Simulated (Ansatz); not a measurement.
## Electronic structure of CH3GeMg (doublet) in real space

The calculation's input:

```
crystal:
  periodic: [false, false, false]
  atoms:
    - {symbol: C, position_ang: [-0.634181, -0.134985, -0.215115]}
    - {symbol: Ge, position_ang: [1.401284, -0.165591, -0.130058]}
    - {symbol: Mg, position_ang: [1.909180, 2.241448, 0.882315]}
    - {symbol: H, position_ang: [-1.114198, -0.034637, 0.779202]}
    - {symbol: H, position_ang: [-0.933145, -1.121419, -0.633292]}
    - {symbol: H, position_ang: [-1.034052, 0.648645, -0.889792]}
basis:
  gaussian:
    orbitals: def2-TZVPD
magnetization:
  spin_polarized: true
  initial_magnetization: 1
hamiltonian:
  xc: pbe0
output:
  forces: true
  orbitals: {seedname: orbitals}
```

Run with:

```sh
ansatz run input.yaml --threads 1 --pin off --max-ram 2610MiB --events-out events.jsonl --progress --plain --runs-dir runs
```

Geometry: PBE-D3(BJ)/def2-SVP; ⟨S²⟩ = 0.87, above the pure value of 0.75.

Computed with Ansatz, isolated molecule in a Gaussian basis; Kohn-Sham density functional theory, functional PBE0.

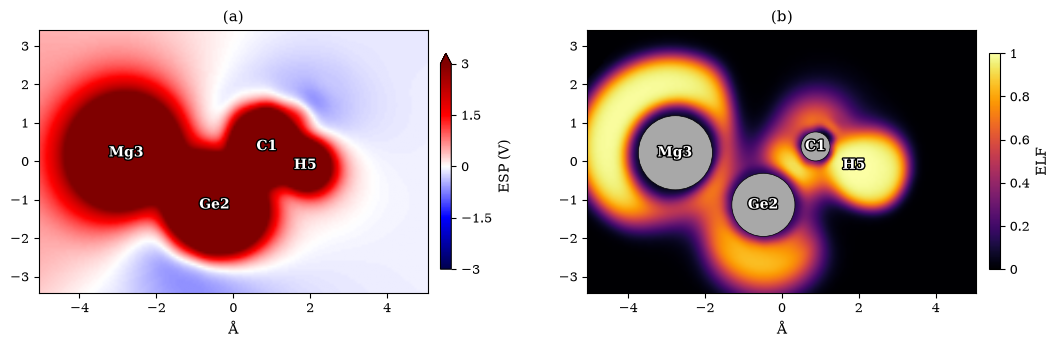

Figure 1. (a) electrostatic potential; (b) ELF on the plane of atoms Ge2, C1 and H5. Grey discs cover the atomic cores in the ELF map.

Question: Read the bonding off the picture.

Answer: Atoms in the plane: C, Ge, Mg and H.
C–Ge (2.04 Å): the ELF peaks at about 0.90 in the valence shell of C, 0.7 Å from its nucleus, and is about 0.70 at the midpoint.
Mg–Ge (2.66 Å): the ELF peaks at about 0.65 in the valence shell of Ge, 1.3 Å from its nucleus, and is about 0.65 at the midpoint.
C–H (1.11 Å): the ELF climbs to about 1 towards the hydrogen, as it does in any bond to H; a covalent bond by its length.
Outside the dense part of the molecule the potential is most negative (−0.7 V) near Ge2.

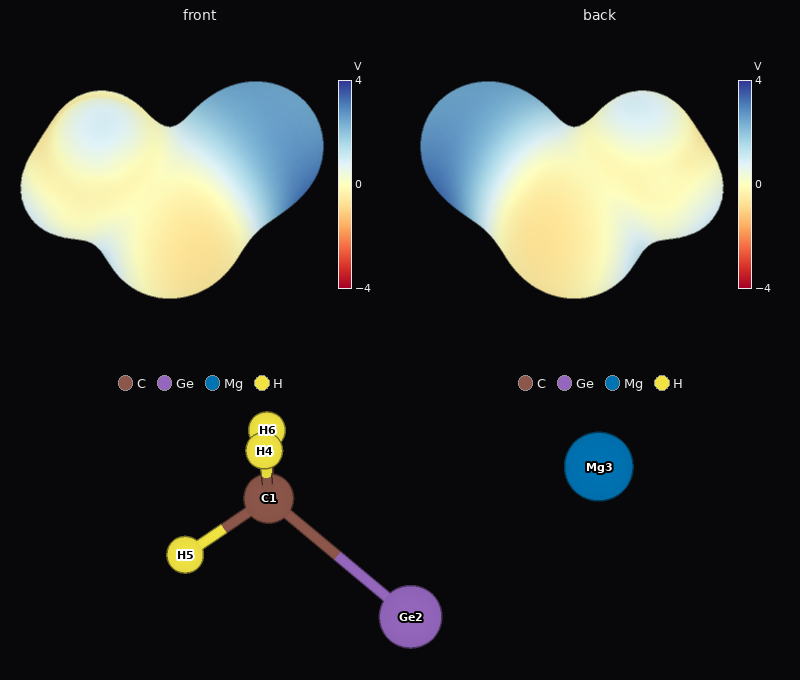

Figure 2. The molecular electrostatic potential painted on the density surface at 0.004 e/bohr³, seen from the front and from behind; the colour scale runs from red (negative) to blue (positive). The bare structure is drawn below in the same view.

Question: Which sites attract a positive test charge, and which a negative one?

Answer: A positive charge is drawn to the negative regions and a negative charge to the positive ones. The most negative region (about −0.7 V, or −16 kcal/mol for a unit charge) lies over Ge2, the most positive (about +3.2 V, or +74 kcal/mol for a unit charge) over Mg3.
